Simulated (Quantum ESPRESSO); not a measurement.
# The valence band of MoS2 as photoemission sees it, part 4 of 15

Wanted: projected DOS of MoS2, weighted into photoemission and X-ray emission spectra, at several levels of theory.

Quantum ESPRESSO 7.5; DFT, LDA, plane waves, ultrasoft GBRV pseudopotentials, scalar-relativistic (the session's first sound run).

So far. Step 2 (The base run: self-consistent run): At this level the gap is 0.88 eV on the k-mesh of the self-consistent run, which can miss the band edges.

## 4. Projected DOS and spectra (continued)

Shapes are the site's partial DOS without matrix elements, which overweights lines from ligand s bands. Emission peaks, by row:

```tsv
line	energy (eV)	height (%)
Mo L-beta2	-12.9	16.23
Mo L-beta2	-3.704	100
Mo L-beta2	-1.804	95.76
S K-beta	-5.954	71.3
S K-beta	-4.054	92.09
S K-beta	-2.454	100
S K-beta, E along x	-5.904	78.25
S K-beta, E along x	-3.904	97.86
S K-beta, E along x	-2.754	88.23
S K-beta, E along y	-5.904	78.25
S K-beta, E along y	-3.904	97.86
S K-beta, E along y	-2.754	88.23
S K-beta, E along z	-6.054	57.83
S K-beta, E along z	-4.654	108.8
S K-beta, E along z	-2.354	131.2
S L2,3	-12.95	100
S L2,3	-4.654	13.12
S L2,3	-2.504	5.866
```

The spectra weight each projected shell by its atomic cross section (Dirac–Hartree–Slater) and angular factor, for unpolarised light with the analyser at 54.7° from the beam. Broadening, on top of any smearing of the DOS itself: a Gaussian of 0.35 eV and a Lorentzian of 0.05 eV plus 0.05 times the binding energy (full widths). Curves are cut 10 eV under the photon energy, above any shell that the free atom's threshold puts out of reach, or at the lower edge of the window: 11.2 eV at 21.2 eV, 16.8 eV at 100 eV, 16.8 eV at 1486.7 eV and 16.8 eV at 5414.7 eV. Dipole terms alone, which is rough above 3 keV; no background, satellites or final-state effects.

How the area divides among the shells (%):

```tsv
shell	21.2 eV	100 eV	1486.7 eV	5414.7 eV
Mo 5s	0.0	0.4	1.0	3.4
Mo 5p	0.2	0.2	1.0	2.0
Mo 4d	72.9	7.0	44.5	24.7
S 3s	0.0	23.7	31.8	57.6
S 3p	26.9	68.6	21.7	12.3
```

## 5. The base run: bands

The bands are solved at chosen points on the fixed potential.

The input, bands.in:

```
&control
  calculation = 'bands'
  prefix = 'pes'
  outdir = './tmp'
  pseudo_dir = './pp'
  verbosity = 'high'
/
&system
  ibrav = 0
  nat = 3
  ntyp = 2
  ecutwfc = 40.0
  ecutrho = 200.0
  occupations = 'smearing'
  nbnd = 23
  smearing = 'fd'
  degauss = 0.00147
/
&electrons
  conv_thr = 1.8e-08
  mixing_beta = 0.5
  electron_maxstep = 120
  diago_full_acc = .true.
/
ATOMIC_SPECIES
Mo 95.9500 mo_lda_v1.uspp.F.UPF
S 32.0600 s_lda_v1.4.uspp.F.UPF
CELL_PARAMETERS angstrom
 1.580000000 0.912213425 6.150000000
 -1.580000000 0.912213425 6.150000000
 0.000000000 -1.824426851 6.150000000
ATOMIC_POSITIONS crystal
Mo 0.000000000 0.000000000 0.000000000
S 0.417000000 0.417000000 0.417000000
S 0.250000000 0.250000000 0.250000000
K_POINTS crystal
87
 0.00000000 0.00000000 0.00000000 1
 0.04166667 0.04166667 0.04166667 1
 0.08333333 0.08333333 0.08333333 1
 0.12500000 0.12500000 0.12500000 1
 0.16666667 0.16666667 0.16666667 1
 0.20833333 0.20833333 0.20833333 1
 ! [... 79 more points ...]
 0.04166667 0.00000000 0.04166667 1
 0.00000000 0.00000000 0.00000000 1
```

Run with:

```
OMP_NUM_THREADS=1 mpirun -n 4 pw.x -nk 4 -in bands.in > bands.out
```

The program printed:

```text
[banner, memory and clock lines left out]
Program PWSCF v.7.5 starts

          URL

     Atomic positions and unit cell read from directory:
     ./tmp/pes.save/

     Message from routine setup:
     using ibrav=0 with symmetry is DISCOURAGED, use correct ibrav instead

     G-vector sticks info

     bravais-lattice index     =            0
     lattice parameter (alat)  =      12.1224  a.u.
     unit-cell volume          =     358.9025 (a.u.)^3
     number of atoms/cell      =            3
     number of atomic types    =            2
     number of electrons       =        26.00
     number of Kohn-Sham states=           23
     kinetic-energy cutoff     =      40.0000  Ry
     charge density cutoff     =     200.0000  Ry
     Exchange-correlation=  SLA  PZ   NOGX NOGC
                           (   1   1   0   0   0   0   0)

     celldm(1)=  12.122418  celldm(2)=   0.000000  celldm(3)=   0.000000
     celldm(4)=   0.000000  celldm(5)=   0.000000  celldm(6)=   0.000000

     crystal axes: (cart. coord. in units of alat)
               a(1) = (   0.246301   0.142202   0.958704 )
               a(2) = (  -0.246301   0.142202   0.958704 )
               a(3) = (   0.000000  -0.284404   0.958704 )

     reciprocal axes: (cart. coord. in units 2 pi/alat)
               b(1) = (  2.030034  1.172041  0.347691 )
               b(2) = ( -2.030034  1.172041  0.347691 )
               b(3) = (  0.000000 -2.344081  0.347691 )

     PseudoPot. # 1 for Mo read from file:
     ./pp/mo_lda_v1.uspp.F.UPF
     Pseudo is Ultrasoft + core correction, Zval = 14.0
     Generated by new atomic code, or converted to UPF format
     Using radial grid of  889 points,  6 beta functions with:
                l(1) =   0
                l(2) =   0
                l(3) =   1
                l(4) =   1
                l(5) =   2
                l(6) =   2
     Q(r) pseudized with  6 coefficients,  rinner =    1.000   1.000   1.000
                                                       1.000   1.000

     PseudoPot. # 2 for S  read from file:
     ./pp/s_lda_v1.4.uspp.F.UPF
     Pseudo is Ultrasoft + core correction, Zval =  6.0
     Generated by new atomic code, or converted to UPF format
     Using radial grid of  907 points,  6 beta functions with:
                l(1) =   0
                l(2) =   0
                l(3) =   1
                l(4) =   1
                l(5) =   2
                l(6) =   2
     Q(r) pseudized with  8 coefficients,  rinner =    1.300   1.300   1.300
                                                       1.300   1.300

     atomic species   valence    mass     pseudopotential
     Mo               14.00    95.95000     Mo( 1.00)
     S                 6.00    32.06000     S ( 1.00)

      6 Sym. Ops. (no inversion) found

                                    s                        frac. trans.

      isym =  1     identity

 cryst.   s( 1) = (     1          0          0      )
                  (     0          1          0      )
                  (     0          0          1      )

 cart.    s( 1) = (  1.0000000 -0.0000000 -0.0000000 )
                  ( -0.0000000  1.0000000 -0.0000000 )
                  ( -0.0000000  0.0000000  1.0000000 )

      isym =  2     120 deg rotation - cryst. axis [0,0,1]

 cryst.   s( 2) = (     0          1          0      )
                  (     0          0          1      )
                  (     1          0          0      )

 cart.    s( 2) = ( -0.5000000 -0.8660254 -0.0000000 )
                  (  0.8660254 -0.5000000 -0.0000000 )
                  ( -0.0000000 -0.0000000  1.0000000 )

      isym =  3     120 deg rotation - cryst. axis [0,0,-1]

 cryst.   s( 3) = (     0          0          1      )
                  (     1          0          0      )
                  (     0          1          0      )

 cart.    s( 3) = ( -0.5000000  0.8660254  0.0000000 )
                  ( -0.8660254 -0.5000000 -0.0000000 )
                  ( -0.0000000 -0.0000000  1.0000000 )

      isym =  4     inv. 180 deg rotation - cart. axis [1,0,0]

 cryst.   s( 4) = (     0          1          0      )
                  (     1          0          0      )
                  (     0          0          1      )

 cart.    s( 4) = ( -1.0000000 -0.0000000 -0.0000000 )
                  ( -0.0000000  1.0000000 -0.0000000 )
                  ( -0.0000000  0.0000000  1.0000000 )

      isym =  5     inv. 180 deg rotation - cryst. axis [0,1,0]

 cryst.   s( 5) = (     1          0          0      )
                  (     0          0          1      )
                  (     0          1          0      )

 cart.    s( 5) = (  0.5000000  0.8660254  0.0000000 )
                  (  0.8660254 -0.5000000 -0.0000000 )
                  ( -0.0000000 -0.0000000  1.0000000 )

      isym =  6     inv. 180 deg rotation - cryst. axis [1,1,0]

 cryst.   s( 6) = (     0          0          1      )
                  (     0          1          0      )
                  (     1          0          0      )

 cart.    s( 6) = (  0.5000000 -0.8660254 -0.0000000 )
                  ( -0.8660254 -0.5000000 -0.0000000 )
                  ( -0.0000000 -0.0000000  1.0000000 )

   Cartesian axes

     site n.     atom                  positions (alat units)
         1        Mo     tau(   1) = (   0.0000000   0.0000000   0.0000000  )
         2        S      tau(   2) = (  -0.0000000  -0.0000000   1.1993393  )
         3        S      tau(   3) = (   0.0000000  -0.0000000   0.7190283  )

   Crystallographic axes

     site n.     atom                  positions (cryst. coord.)
         1        Mo     tau(   1) = (  0.0000000  0.0000000  0.0000000  )
         2        S      tau(   2) = (  0.4170000  0.4170000  0.4170000  )
         3        S      tau(   3) = (  0.2500000  0.2500000  0.2500000  )

     number of k points=    87  Fermi-Dirac smearing, width (Ry)=  0.0015
                       cart. coord. in units 2pi/alat
        k(    1) = (   0.0000000   0.0000000   0.0000000), wk =   0.0229885
        k(    2) = (  -0.0000000  -0.0000000   0.0434614), wk =   0.0229885
        k(    3) = (  -0.0000000  -0.0000000   0.0869229), wk =   0.0229885
        k(    4) = (  -0.0000000   0.0000000   0.1303843), wk =   0.0229885
        k(    5) = (  -0.0000000  -0.0000000   0.1738457), wk =   0.0229885
        k(    6) = (  -0.0000000   0.0000000   0.2173071), wk =   0.0229885
        k(    7) = (  -0.0000000   0.0000000   0.2607686), wk =   0.0229885
        k(    8) = (  -0.0000000   0.0000000   0.3042300), wk =   0.0229885
        k(    9) = (  -0.0000000   0.0000000   0.3476914), wk =   0.0229885
        k(   10) = (  -0.0000000  -0.0000000   0.3911529), wk =   0.0229885
[...]
k =-0.0000-0.0000 0.1738 (  1487 PWs)   bands (ev):

   -50.5044 -24.7293 -24.4888 -24.4888  -4.0949  -2.4956   4.0913   7.4480
     7.4480   8.6005   8.6005   8.7768  10.4187  12.9678  12.9678  13.3568
    13.3568  16.3228  19.0022  19.4624  20.9165  20.9165  22.7959

          k =-0.0000 0.0000 0.2173 (  1493 PWs)   bands (ev):

   -50.5044 -24.7293 -24.4888 -24.4888  -4.0680  -2.5447   4.1977   7.4463
     7.4463   8.5316   8.6038   8.6038  10.5490  12.9780  12.9780  13.3419
    13.3419  16.3365  19.0579  19.6046  20.8937  20.8937  22.8336

          k =-0.0000 0.0000 0.2608 (  1499 PWs)   bands (ev):

   -50.5044 -24.7293 -24.4888 -24.4888  -4.0374  -2.5986   4.3186   7.4445
     7.4445   8.2901   8.6073   8.6073  10.6601  12.9895  12.9895  13.3253
    13.3253  16.3501  19.1188  19.7717  20.8672  20.8672  22.8836

          k =-0.0000 0.0000 0.3042 (  1517 PWs)   bands (ev):

   -50.5044 -24.7293 -24.4888 -24.4888  -4.0048  -2.6543   4.4484   7.4427
     7.4427   8.0584   8.6108   8.6108  10.7522  13.0019  13.0019  13.3080
    13.3080  16.3626  19.1814  19.9574  20.8388  20.8388  22.9435

          k =-0.0000 0.0000 0.3477 (  1524 PWs)   bands (ev):

[...]
13.2909  16.3734  19.2416  20.1522  20.8111  20.8111  22.8789

          k =-0.0000-0.0000 0.3912 (  1524 PWs)   bands (ev):

[...]
13.2753  16.3819  19.2950  20.3423  20.7864  20.7864  22.7210

          k =-0.0000-0.0000 0.4346 (  1521 PWs)   bands (ev):

[...]
13.2625  16.3881  19.3373  20.5086  20.7670  20.7670  22.5851

          k =-0.0000 0.0000 0.4781 (  1539 PWs)   bands (ev):

[...]
13.2540  16.3918  19.3645  20.6262  20.7547  20.7547  22.4896

          k =-0.0000 0.0000 0.5215 (  1536 PWs)   bands (ev):

[...]
13.2510  16.3931  19.3739  20.6693  20.7504  20.7504  22.4545

          k = 0.1078 0.0000 0.5215 (  1520 PWs)   bands (ev):

[...]
13.2183  16.5498  19.5203  20.5775  20.7102  20.8541  22.4395

          k = 0.2156 0.0000 0.5215 (  1520 PWs)   bands (ev):

[...]
13.2940  16.9842  19.8797  20.2812  20.7055  21.1369  22.1931

          k = 0.3235 0.0000 0.5215 (  1524 PWs)   bands (ev):

[...]
13.5571  17.6191  19.8345  20.3194  20.7111  21.4644  21.8696

          k = 0.4313 0.0000 0.5215 (  1526 PWs)   bands (ev):

[...]
k = 0.5391 0.0000 0.5215 (  1526 PWs)   bands (ev):

[...]
k = 0.6469 0.0000 0.5215 (  1530 PWs)   bands (ev):

[...]
k = 0.7547 0.0000 0.5215 (  1532 PWs)   bands (ev):

[...]
k = 0.8625 0.0000 0.5215 (  1532 PWs)   bands (ev):

[...]
k = 0.9704 0.0000 0.5215 (  1544 PWs)   bands (ev):

[...]
k = 1.0782 0.0000 0.5215 (  1552 PWs)   bands (ev):

[...]
k = 1.1860 0.0000 0.5215 (  1552 PWs)   bands (ev):

[...]
k = 1.2938 0.0000 0.5215 (  1550 PWs)   bands (ev):

[...]
k = 1.3831-0.0516 0.1738 (  1550 PWs)   bands (ev):

[...]
k = 1.3525 0.0016 0.1738 (  1554 PWs)   bands (ev):

[...]
k = 1.3218 0.0547 0.1738 (  1554 PWs)   bands (ev):

[...]
k = 1.2911 0.1078 0.1738 (  1554 PWs)   bands (ev):

[...]
k = 0.3383 0.1953 0.0579 (  1525 PWs)   bands (ev):

[...]
k = 0.2538 0.1465 0.0435 (  1516 PWs)   bands (ev):

[...]
k = 0.1692 0.0977 0.0290 (  1510 PWs)   bands (ev):

[...]
k = 0.0846 0.0488 0.0145 (  1510 PWs)   bands (ev):

[...]
k = 0.0000 0.0000 0.0000 (  1511 PWs)   bands (ev):

[...]
k = 0.1153-0.0000-0.0000 (  1508 PWs)   bands (ev):

[...]
k = 0.2305 0.0000 0.0000 (  1508 PWs)   bands (ev):

[...]
k = 0.3458-0.0000-0.0000 (  1524 PWs)   bands (ev):

[...]
k = 0.4610 0.0000-0.0000 (  1526 PWs)   bands (ev):

[...]
k = 0.5763-0.0000-0.0000 (  1528 PWs)   bands (ev):

[...]
k = 0.6916-0.0000-0.0000 (  1528 PWs)   bands (ev):

[...]
k = 0.8068-0.0000-0.0000 (  1530 PWs)   bands (ev):

[...]
k = 0.9221-0.0000 0.0000 (  1540 PWs)   bands (ev):

[...]
k = 1.0373 0.0000 0.0000 (  1542 PWs)   bands (ev):

[...]
k = 1.1526-0.0000 0.0000 (  1548 PWs)   bands (ev):

[...]
k = 1.2679 0.0000-0.0000 (  1552 PWs)   bands (ev):

[...]
k = 1.3831-0.0000-0.0000 (  1552 PWs)   bands (ev):

[...]
k = 1.3385-0.0258 0.3477 (  1552 PWs)   bands (ev):

[...]
k = 1.3115-0.0725 0.3477 (  1546 PWs)   bands (ev):

[...]
k = 1.2846-0.1192 0.3477 (  1542 PWs)   bands (ev):

[...]
k = 1.2576-0.1658 0.3477 (  1538 PWs)   bands (ev):

[...]
k = 1.2307-0.2125 0.3477 (  1544 PWs)   bands (ev):

[...]
k = 1.2037-0.2592 0.3477 (  1538 PWs)   bands (ev):

[...]
k = 1.1767-0.3059 0.3477 (  1540 PWs)   bands (ev):

[...]
k = 1.1498-0.3526 0.3477 (  1540 PWs)   bands (ev):

[...]
k = 1.1228-0.3993 0.3477 (  1540 PWs)   bands (ev):

[...]
k = 1.0959-0.4460 0.3477 (  1538 PWs)   bands (ev):

[...]
k = 1.0689-0.4926 0.3477 (  1534 PWs)   bands (ev):

[...]
k = 1.0420-0.5393 0.3477 (  1536 PWs)   bands (ev):

[...]
k = 1.0150-0.5860 0.3477 (  1538 PWs)   bands (ev):

[...]
k = 0.6767-0.3907 0.2318 (  1531 PWs)   bands (ev):

[...]
k = 0.5921-0.3418 0.2028 (  1526 PWs)   bands (ev):

[...]
14.3468  17.9353  18.6995  19.4738  20.7034  21.8587  22.5413

          k = 0.5075-0.2930 0.1738 (  1526 PWs)   bands (ev):

[...]
14.1291  18.1641  18.9479  19.8118  20.4376  21.7300  22.9054

          k = 0.4229-0.2442 0.1449 (  1528 PWs)   bands (ev):

[...]
13.8840  18.1729  19.3406  19.6898  20.4657  21.4045  22.7367

          k = 0.3383-0.1953 0.1159 (  1520 PWs)   bands (ev):

[...]
13.6271  17.8458  19.4301  19.7947  20.6625  21.0377  22.2092

          k = 0.2538-0.1465 0.0869 (  1517 PWs)   bands (ev):

   -50.4982 -24.7170 -24.5508 -24.5028  -3.8937  -2.3428   4.1984   6.9817
     7.6961   7.8303   8.2529   9.4768  10.0674  12.6848  12.9192  13.0594
    13.3847  17.3163  19.3390  19.7900  20.6555  21.3089  21.7017

          k = 0.1692-0.0977 0.0579 (  1508 PWs)   bands (ev):

   -50.5016 -24.7237 -24.5172 -24.4952  -4.0324  -2.3728   4.0307   7.2240
     7.5628   8.1925   8.4295   9.5433  10.0208  12.8507  13.0525  13.1173
    13.2693  16.7994  19.2601  19.3947  20.7932  21.3011  21.9007

          k = 0.0846-0.0488 0.0290 (  1508 PWs)   bands (ev):

   -50.5037 -24.7279 -24.4960 -24.4904  -4.1177  -2.3908   3.9230   7.3915
     7.4797   8.4773   8.5504   9.6011   9.8747  12.9161  12.9976  13.2892
    13.3506  16.4278  19.0141  19.2335  20.9115  21.0448  22.4770

          k = 0.0000 0.0000 0.0000 (  1511 PWs)   bands (ev):

   -50.5044 -24.7293 -24.4888 -24.4888  -4.1465  -2.3968   3.8860   7.4515
     7.4515   8.5937   8.5937   9.6820   9.7356  12.9481  12.9481  13.3864
    13.3864  16.2907  18.8885  19.2028  20.9565  20.9565  22.7456

     XML data file, pseudopotentials, collected wavefunctions

                                        0.00s GPU  (    1383 calls)
```

It took 38 s on 4 MPI ranks of Arm Neoverse V2, shared host; 2.5 min of CPU time.

This step gave:

```
gap on the path              : 0.8577 eV
least direct gap on the path : 1.708 eV
valence top on path          : 3.00e-4 eV
```

Electronic bands along the path, in eV, zero at the valence-band maximum; v1 is the highest filled band, c1 the lowest empty one:

```tsv
point	v4	v3	v2	v1	c1	c2	c3	c4
Γ	-2.36	-2.36	-1.27	-1.22	2.00	2.00	2.43	2.43
T	-3.52	-2.33	-2.33	0.00	2.09	2.09	2.30	2.30
H2	-4.40	-3.81	-2.82	-0.84	0.93	2.22	2.98	4.18
jump to H0	-4.40	-3.81	-2.82	-0.84	0.93	2.22	2.98	4.18
L	-4.08	-2.35	-1.67	-1.53	1.54	1.96	3.39	3.47
Γ	-2.36	-2.36	-1.27	-1.22	2.00	2.00	2.43	2.43
S0	-4.41	-3.73	-2.87	-0.82	0.90	2.23	2.96	4.20
jump to S2	-4.41	-3.73	-2.87	-0.82	0.90	2.23	2.96	4.20
F	-4.01	-2.93	-1.85	-1.35	1.50	2.09	2.91	3.90
Γ	-2.36	-2.36	-1.27	-1.22	2.00	2.00	2.43	2.43
```

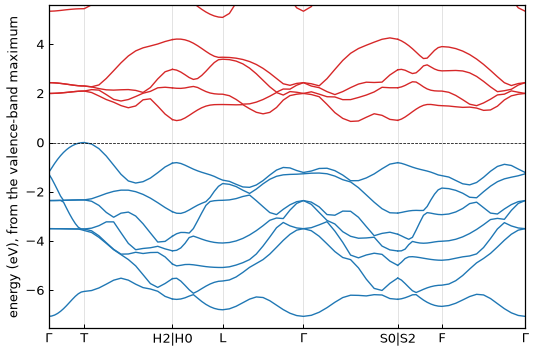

Electronic bands along the path; lines of filled and empty bands in two colours.

At this level the gap is 0.86 eV on the path.

On this path the gap is indirect, 0.86 eV, with the valence top at T and the conduction bottom between Γ and S0. The least direct gap is 1.71 eV.

(Continued in part 5 of 15.)

[Logs are printed without paths, hosts, clocks, repeated set-up lines and the standing remarks that a program may print on its own settings, such as how far it seeks lower states.]

[Hosts, paths, dates, database ids (printed as entryN), source tags and the programs' standing remarks are cut or masked in the printed files.]

[Maps of the electrostatic potential energy from Ansatz leave out the sawtooth potential of an applied field or a dipole correction, so their vacuum need not be flat; work functions include it.]

[Peak lists hold at most the 14 tallest peaks of each spectrum; further lines can be left out.]
